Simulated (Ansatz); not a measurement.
```xyz
7

Ge   -1.0794    0.1479    0.2192
S     1.5261   -0.5172    0.3401
S    -1.2660    1.0526   -1.6068
H     1.8270    0.7160   -0.1039
H    -0.9581    0.9100    1.5576
H    -1.4779   -1.3166    0.5077
H     1.4281   -0.9927   -0.9140
```

The product side of a reaction path; geometry: PBE0-D4/def2-TZVP.

Theory: Ansatz, RKS PBE0-D4/def2-TZVPP.

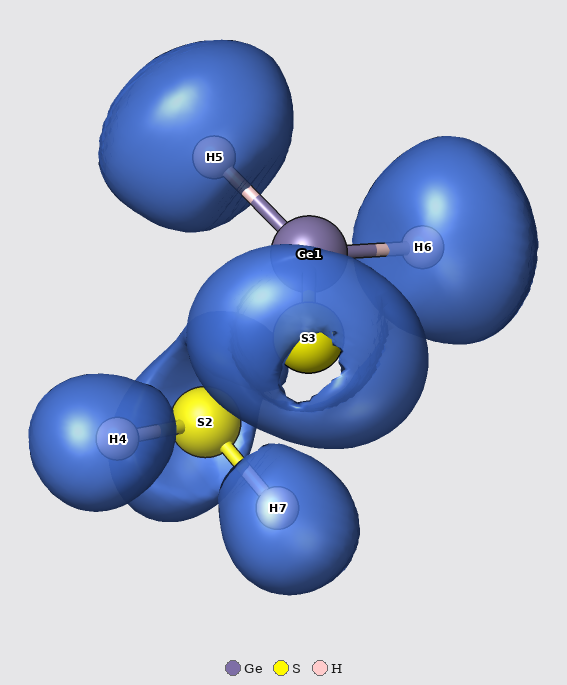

GeH₂S···H₂S. Isosurface of the ELF at 0.85 (blue), seen at an oblique angle. Core shells and regions of very low density are left out.

### Identify the bonds, lone pairs and shells in this picture.

At this value the surface marks out four regions around hydrogen nuclei, one ring or bowl of non-bonding electrons around S and one region wrapped around S (its valence shell). Along the contacts the grid gives the following. Ge1···S2 (2.69 Å): the ELF peaks at about 0.95 in the valence shell of S, 0.9 Å from its nucleus, and is about 0.60 at the midpoint. Ge–S (2.05 Å): the ELF peaks at about 0.80 in the valence shell of S, 0.9 Å from its nucleus, and is about 0.70 at the midpoint.
